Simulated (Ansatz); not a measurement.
**GeH3OF: phonon calculation**

System: GeH3OF.
Method: RKS PBE-D4/def2-SVP (Ansatz 0.2.0).

It belongs to a series of runs on one base structure; here: vibrations at the highest image of the band. Figures and captions count atoms from 1; the log counts them from 0 in places.

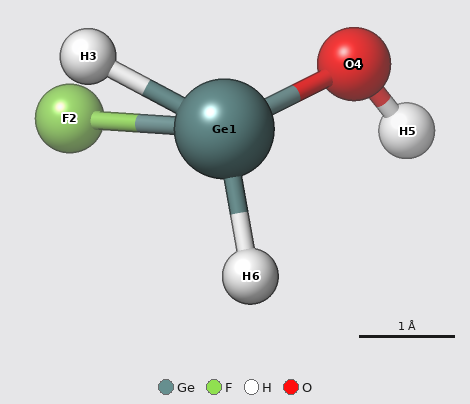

The structure as given in the input (ball-and-stick view, seen at a tilt; atoms are numbered from 1 in the order of the input). Sticks mark near contacts.

Input file
```yaml
crystal:
  periodic: [false, false, false]
  atoms:
    - { symbol: Ge, position_ang: [0.23203, -0.058664, -0.396404] }
    - { symbol: F, position_ang: [0.868654, 0.013259, 1.552528] }
    - { symbol: H, position_ang: [1.610551, 0.109007, 0.452164] }
    - { symbol: O, position_ang: [-0.781249, 1.403524, -0.621151] }
    - { symbol: H, position_ang: [-1.733566, 1.198205, -0.552768] }
    - { symbol: H, position_ang: [-0.77562, -1.272232, -0.388269] }
basis:
  gaussian: { orbitals: def2-SVP }
hamiltonian:
  xc: pbe
  dispersion: d4
phonons: {}
```

Launched with:
```bash
ansatz run input.yaml --threads 1 --pin off --max-ram 2048MiB --backend cpu --events-out ev --progress --plain --runs-dir out
```

The program's output
```
Engine: ansatz 0.2.0, aarch64-unknown-linux-gnu
Functional definition: PBE
  parameter kappa = 0.804
  parameter beta = 0.06672455060314922
  exchange = pbe_x(kappa = kappa, mu = beta*pi^2/3)
  correlation = pbe_c(beta = beta)
816 factors; their error is unknown
mean field evaluation 1: about -61298.4754 eV, gradient 6.6e1 eV
mean field evaluation 2: about -61228.3286 eV, gradient 1.9e2 eV
mean field evaluation 4: about -61305.1928 eV, gradient 1.8e1 eV
mean field evaluation 8: about -61305.8403 eV, gradient 4.4e-2 eV
mean field evaluation 16: about -61305.7931 eV, gradient 1.4e-5 eV
mean field -61305.79307851 eV, -2252.9463410761 hartree, gradient 1.5e-5 eV, S^2 0.000000; 0 other end points of the search recorded, 0 dependent functions left out
the calculation of the forces begins
reference -61305.79310688 eV, -2252.9463421187 hartree; 26, 26 occupied and 49, 49 virtual orbitals, 816 factors
these checks for a lower state are left out or cut short: stability, starts, cluster_reference, orbital_swaps, neighbouring_geometries, increment
816 factors; their error is unknown
mean field -61305.79302388 eV, -2252.9463390688 hartree, gradient 1.8e-6 eV, S^2 0.000000; 0 other end points of the search recorded, 0 dependent functions left out
[... from here on the field's lines of each further geometry are left out, up to the last ...]
the calculation of the forces begins
reference -61305.79310407 eV, -2252.9463420154 hartree; 26, 26 occupied and 49, 49 virtual orbitals, 816 factors
these checks for a lower state are left out or cut short: stability, starts, cluster_reference, orbital_swaps, neighbouring_geometries, increment
816 factors; their error is unknown
mean field -61305.79307415 eV, -2252.9463409158 hartree, gradient 1.7e-6 eV, S^2 0.000000; 0 other end points of the search recorded, 0 dependent functions left out
the calculation of the forces begins
reference -61305.79310252 eV, -2252.9463419586 hartree; 26, 26 occupied and 49, 49 virtual orbitals, 816 factors
WARN: phonons: modes at or below zero, which the zero-point energy, F, S and C_V leave out: 1, the lowest at -1074.35 cm⁻¹. A minimum has none, and a first-order saddle one
Total energy: -61305.86763328 eV, -2252.9490809136 hartree
Atom 0 at     0.232030    -0.058664    -0.396404 Å, force     0.007044     0.017095     0.010058 eV/Å
Atom 1 at     0.868654     0.013259     1.552528 Å, force     0.001331    -0.004626    -0.011066 eV/Å
Atom 2 at     1.610551     0.109007     0.452164 Å, force     0.002338    -0.000791     0.005165 eV/Å
Atom 3 at    -0.781249     1.403524    -0.621151 Å, force    -0.013918    -0.016508    -0.002831 eV/Å
Atom 4 at    -1.733566     1.198205    -0.552768 Å, force     0.007456     0.013736    -0.002323 eV/Å
Atom 5 at    -0.775620    -1.272232    -0.388269 Å, force    -0.004251    -0.008906     0.000996 eV/Å
Dipole moment:    -0.252186    -0.207673    -0.309177 e Å
Vibrations: -1074.35 169.72 360.06 453.37 564.33 633.50 684.86 743.12 903.88 1841.98 1962.91 3710.11 cm⁻¹, zero-point energy 0.745631 eV
```

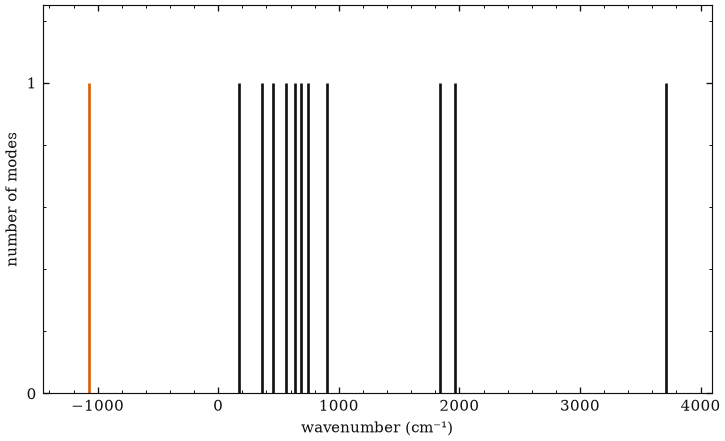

Harmonic vibrational wavenumbers from the force constants; neighbouring modes closer than 22 cm⁻¹ are counted in one stick, and imaginary ones are drawn at negative wavenumbers. 12 modes from 1074i to 3710 cm⁻¹, 1 imaginary beyond 8i (1074i cm⁻¹): a first-order saddle point, if the geometry is stationary.

Summary

- outcome: converged
- total energy: −61305.8676 eV
- mean-field energy: −61305.7931 eV
- largest force (length of the vector): 0.022 eV/Å
- hardware: 1 thread of Arm Neoverse V2, 24 GiB of memory available, shared host
- wall time: 35 s
- peak memory: 0.11 GiB
